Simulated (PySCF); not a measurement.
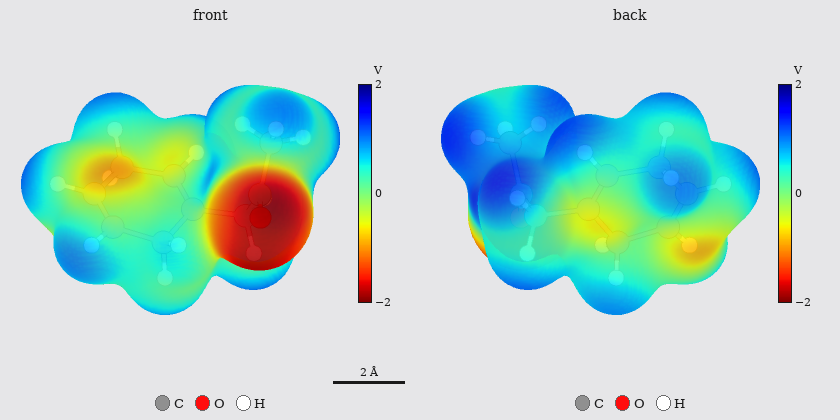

C$_{9}$H$_{12}$O (SMILES CC(=O)CC1=CCC=CC1). The molecular electrostatic potential painted on the density surface at 0.004 e/bohr³, seen from the front and from behind; red is negative and blue positive.

Geometry: GFN2-xTB.

Method: PBE0/6-31G*, SCF density, gas phase, non-relativistic (PySCF).

```yaml
atoms:
  - { symbol: C, position_ang: [-2.6134, 0.8305, -0.8398] }
  - { symbol: C, position_ang: [-2.1519, -0.5241, -0.3748] }
  - { symbol: O, position_ang: [-2.2791, -1.5267, -1.0303] }
  - { symbol: C, position_ang: [-1.4513, -0.5198, 0.9723] }
  - { symbol: C, position_ang: [0.0117, -0.2563, 0.7079] }
  - { symbol: C, position_ang: [0.5629, 0.9316, 0.9085] }
  - { symbol: C, position_ang: [1.9998, 1.2404, 0.6248] }
  - { symbol: C, position_ang: [2.6623, 0.1622, -0.1742] }
  - { symbol: C, position_ang: [2.1168, -1.0222, -0.3828] }
  - { symbol: C, position_ang: [0.7817, -1.4218, 0.1611] }
  - { symbol: H, position_ang: [-3.4188, 1.1784, -0.1954] }
  - { symbol: H, position_ang: [-2.9705, 0.7784, -1.8648] }
  - { symbol: H, position_ang: [-1.7903, 1.5376, -0.7678] }
  - { symbol: H, position_ang: [-1.8676, 0.2531, 1.6169] }
  - { symbol: H, position_ang: [-1.5674, -1.5001, 1.4376] }
  - { symbol: H, position_ang: [-0.0231, 1.7509, 1.3059] }
  - { symbol: H, position_ang: [2.0692, 2.1940, 0.0885] }
  - { symbol: H, position_ang: [2.5407, 1.3809, 1.5702] }
  - { symbol: H, position_ang: [3.6328, 0.4059, -0.5838] }
  - { symbol: H, position_ang: [2.6312, -1.7727, -0.9666] }
  - { symbol: H, position_ang: [0.9220, -2.1685, 0.9540] }
  - { symbol: H, position_ang: [0.1919, -1.9123, -0.6207] }
```

**Describe the electrostatic potential map.**

The most negative region (about −1.9 V) lies over O3, the most positive (about +1.3 V) over C2, H11 and H14. O3 is the likeliest acceptor of a hydrogen bond.

**What dipole moment does the calculation give?**

Its dipole moment is 2.62 D.
